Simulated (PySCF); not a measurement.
Consider C2H8N (SMILES C[NH2+]C) (charge +1).

```yaml
atoms:
  - { symbol: C, position_ang: [1.1456, 0.4778, -0.1575] }
  - { symbol: N, position_ang: [0.1268, -0.5841, -0.0234] }
  - { symbol: C, position_ang: [-1.2373, -0.0493, 0.1684] }
  - { symbol: H, position_ang: [2.1334, 0.0435, -0.2981] }
  - { symbol: H, position_ang: [0.9135, 1.1085, -1.0138] }
  - { symbol: H, position_ang: [1.1571, 1.0956, 0.7385] }
  - { symbol: H, position_ang: [0.3692, -1.1841, 0.7755] }
  - { symbol: H, position_ang: [0.1420, -1.1732, -0.8659] }
  - { symbol: H, position_ang: [-1.9558, -0.8609, 0.2630] }
  - { symbol: H, position_ang: [-1.2736, 0.5594, 1.0699] }
  - { symbol: H, position_ang: [-1.5155, 0.5695, -0.6826] }
```

Geometry: GFN2-xTB.

These are results of PBE0/def2-SVPD, SCF density, gas phase (PySCF 2.14.0), not measurements.

Question: What will maps of the electron density and electron localisation function show?

Answer: C–N (1.48 Å): ρ is about 1.8 e/Å³ halfway, with its minimum of 1.6 e/Å³ about 0.5 Å from C; the ELF peaks at about 0.95 between the atoms (a covalent bond).
C–H (1.09 Å): ρ at the midpoint is about 2 e/Å³; the ELF climbs to about 1 towards the hydrogen, as it does in any bond to H (an ordinary covalent bond to hydrogen).

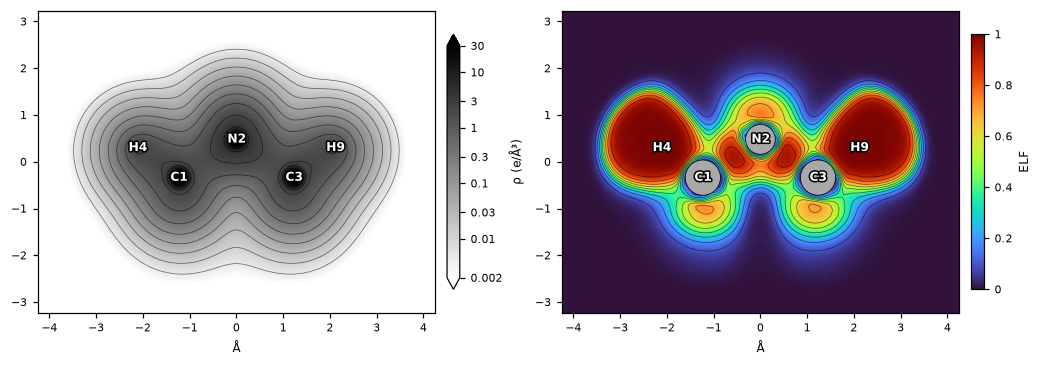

Computed electron density and electron localisation function on the plane of atoms N2, C1 and H4, in this order. Grey discs cover the atomic cores in the ELF map. 
